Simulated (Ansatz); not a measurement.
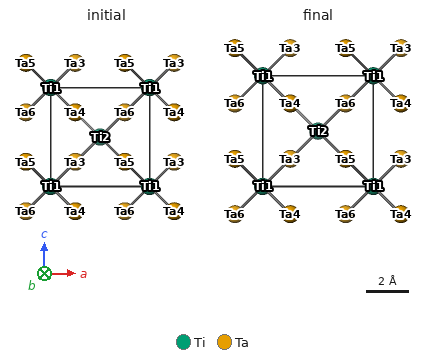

The structure of a crystal of Ta₂Ti (built on the cuprite_224 type) (coarse preliminary run) before (left) and after (right) a relaxation, at one scale.

A ball-and-stick model of the cell of the calculation, seen along the b axis.

Case: cuprite type (Pn-3m, No. 224).

Theory: Ansatz, DFT PBE, scalar-relativistic, plane waves, PAW.

Input
```yaml
crystal:
  lattice:
    - [4.7649642369, 0.0, 0.0]
    - [0.0, 4.7649642369, 0.0]
    - [0.0, 0.0, 4.7649642369]
  atoms:
    - { symbol: Ti, position: [0.0, 0.0, 0.0] }
    - { symbol: Ti, position: [0.5, 0.5, 0.5] }
    - { symbol: Ta, position: [0.25, 0.25, 0.25] }
    - { symbol: Ta, position: [0.25, 0.75, 0.75] }
    - { symbol: Ta, position: [0.75, 0.75, 0.25] }
    - { symbol: Ta, position: [0.75, 0.25, 0.75] }
basis:
  ecutwfc: 420
kpoints:
  mp_grid: { grid: [4, 4, 4] }
hamiltonian:
  xc: pbe
scf:
  occupations: { method: gaussian, width: 0.1 }
  lower_state_search: "off"
output:
  forces: true
  stress: true
  eigenvalues: true
relax:
  adjacent_minimum: "off"
  f_tol: 0.04
  max_steps: 70
  cell: { stress_tol: 0.4 }
```

Launched with:
```bash
ansatz run input.yaml --threads 1 --pin off --max-ram 2560MiB --backend cpu --events-out ev --progress --plain --runs-dir out
```

Q: Summarise the run.

A: The atoms keep their places relative to the cell (all moves are under 0.005 Å). The drawn cell changes as follows: a = b = c 4.765 → 5.333 Å (+11.9 %); the volume changes by +40.2 %. Among the contacts that change: Ta3–Ta4 3.369 → 3.771 Å, Ti1–Ta3 2.063 → 2.309 Å. The space group stays Pn-3m (No. 224). Over 5 accepted moves (7 points after the start) the energy falls by 4.476 eV per cell of the calculation. All forces vanish by symmetry, so only the cell relaxes. The pressure goes from 39.70 to 0.04 GPa. The SCF was repeated twice at an unchanged geometry on a basis and grid sized afresh for the cell, which shifted the energy by 52.5 meV per cell of the calculation at most.
